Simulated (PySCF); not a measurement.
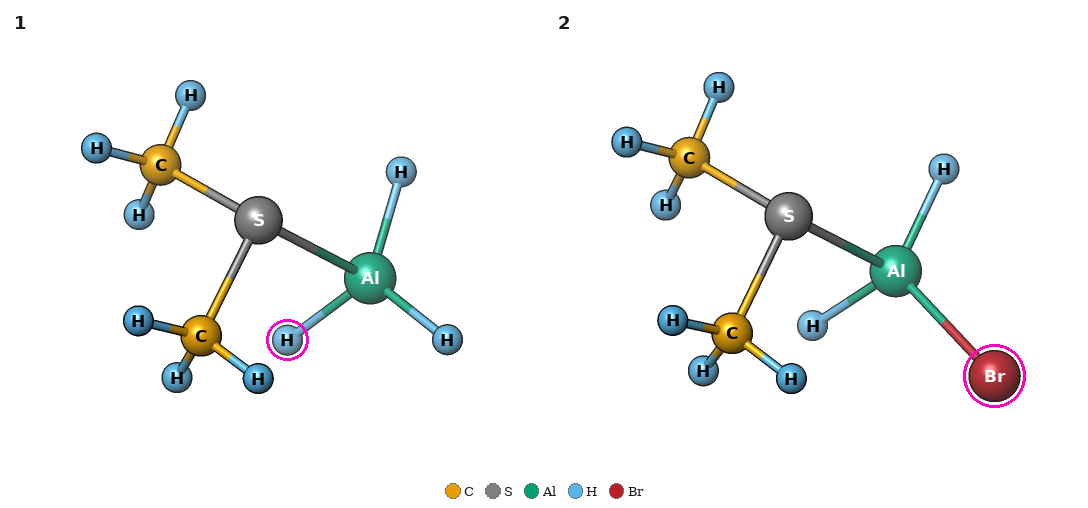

2 molecules with one skeleton, seen from the same side and at one scale; the atom that differs is circled. Charge 0, singlet. Computed geometries: PBE0-D3(BJ)/def2-SVP optimisations, one conformation each. Properties computed with PySCF 2.14.0.

One atom differs, called X below: H in panel 1, Br in panel 2. Their formulas are C2H9AlS (`C[S+](C)[AlH3-]`), C2H8AlBrS (`C[S+](C)[AlH2-][Br]`).

In which is the dipole moment larger (ωB97X-D/def2-SVPD)?

Answer. In panel 2 (X = Br).

In which is the length of X–Al larger (PBE0-D3(BJ)/def2-SVP)?

Answer. In panel 2 (X = Br).

Give the values. With PBE0-D3(BJ)/def2-SVP: length of X–Al (Å), mean angle X–Al–H (°). With ωB97X-D/def2-SVPD: dipole moment (D), HOMO energy (Kohn–Sham orbital) (eV), HOMO–LUMO gap (eV), mean static polarisability (bohr³), lowest vertical singlet excitation (eV).

```json
{"quantity": "length of X–Al (Å)", "1 (H)": "1.610", "2 (Br)": "2.307", "2 − 1": "+0.697"}
{"quantity": "mean angle X–Al–H (°)", "1 (H)": "117.4", "2 (Br)": "115.9", "2 − 1": "−1.5"}
{"quantity": "dipole moment (D)", "1 (H)": "4.74", "2 (Br)": "5.83", "2 − 1": "+1.09"}
{"quantity": "HOMO energy (Kohn–Sham orbital) (eV)", "1 (H)": "−9.49", "2 (Br)": "−9.33", "2 − 1": "+0.16"}
{"quantity": "HOMO–LUMO gap (eV)", "1 (H)": "11.12", "2 (Br)": "10.61", "2 − 1": "−0.51"}
{"quantity": "mean static polarisability (bohr³)", "1 (H)": "81.1", "2 (Br)": "97.8", "2 − 1": "+16.7"}
{"quantity": "lowest vertical singlet excitation (eV)", "1 (H)": "6.58", "2 (Br)": "6.49", "2 − 1": "−0.09"}
```
